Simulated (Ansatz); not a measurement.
# AlPNH (triplet): from Hartree-Fock to the top rungs at a displaced geometry (v1), cc-pVDZ

Aim: climb from Hartree-Fock through coupled cluster for AlPNH (triplet) at one geometry and basis, and see what each rung misses.

Computed with Ansatz 0.2.0, Gaussian basis. Level: cc-pVDZ, core rule «outside noble gas», up to 11 orbitals frozen.

The runs, in order: UHF; CCSD(T) on ROHF; CCSD(T) on UHF; BCCD(T) on ROHF; CISD; CCSDT(Q) on ROHF; CCSDT(Q) on UHF.

32 further runs of the same task are left out: 6 for a known fault of the program, 15 that didn't finish, 11 set aside as unsound or not needed.

**1. The system**

The geometry is a PBE0/def2-TZVP stationary point (not a proven minimum) with its atoms shifted at random (size 0.040 Å).

4 atoms, charge 0, spin multiplicity 3.

Atoms are counted from 1 here; the program's logs count them from 0.

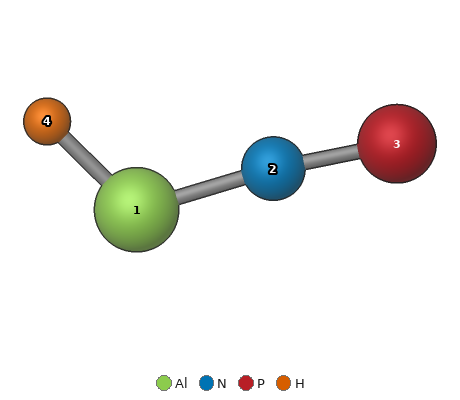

The structure; aluminium green, nitrogen blue, phosphorus red, hydrogen orange; atoms are numbered from 1 in the order of the file.

**2. UHF**

Contents of in.yaml:

```yaml
crystal:
  periodic: [false, false, false]
  atoms:
    - {symbol: Al, position_ang: [-0.019077, -0.127657, 1.747418]}
    - {symbol: N, position_ang: [-0.019910, 0.044083, -0.024481]}
    - {symbol: P, position_ang: [0.028054, 0.053262, -1.596524]}
    - {symbol: H, position_ang: [-0.074723, 1.167929, 2.624390]}
basis:
  gaussian: {orbitals: cc-pVDZ}
magnetization: {spin_polarized: true, initial_magnetization: 2}
hamiltonian: {xc: hf}
output: {orbitals: {seedname: orbitals}}
```

Run with:

```console
$ ansatz run in.yaml --threads 1 --pin off --events-out ev --progress --plain --max-ram 2393MiB
```

The runs that follow: CCSD(T) on ROHF; CCSD(T) on UHF; BCCD(T) on ROHF; CISD; CCSDT(Q) on ROHF; CCSDT(Q) on UHF.

**Question.** What will the summary of the whole plan be? Wanted: UCCSDT(Q) below the RHF energy; RMP2 from UCCSDT(Q); UMP2 from UCCSDT(Q); RCCSD from UCCSDT(Q); RCCSD(T) from UCCSDT(Q); UCCSD(T) from UCCSDT(Q); RCCSDT(Q) from UCCSDT(Q); T1 diagnostic.

As calculated:

```
                         quantity        value
   UCCSDT(Q) below the RHF energy   -9.7463 eV
              RMP2 from UCCSDT(Q)  +1109.3 meV
              UMP2 from UCCSDT(Q)  +1725.4 meV
             RCCSD from UCCSDT(Q)   +517.5 meV
          RCCSD(T) from UCCSDT(Q)    +92.8 meV
          UCCSD(T) from UCCSDT(Q)   +113.8 meV
         RCCSDT(Q) from UCCSDT(Q)    +10.7 meV
levels within 1 kcal/mol (43 meV)    RCCSDT(Q)
                    T1 diagnostic        0.037
```

RCCSD(T) misses by +92.8 meV, 1.0 % of the correlation energy. CCSD(T) misses by +92.8 meV on the restricted determinant and by +113.8 meV on the unrestricted one; the two need not hold the same state or core. These misses are within one basis, not against nature; the frozen cores of restricted and unrestricted runs differ, which can shift their rows.
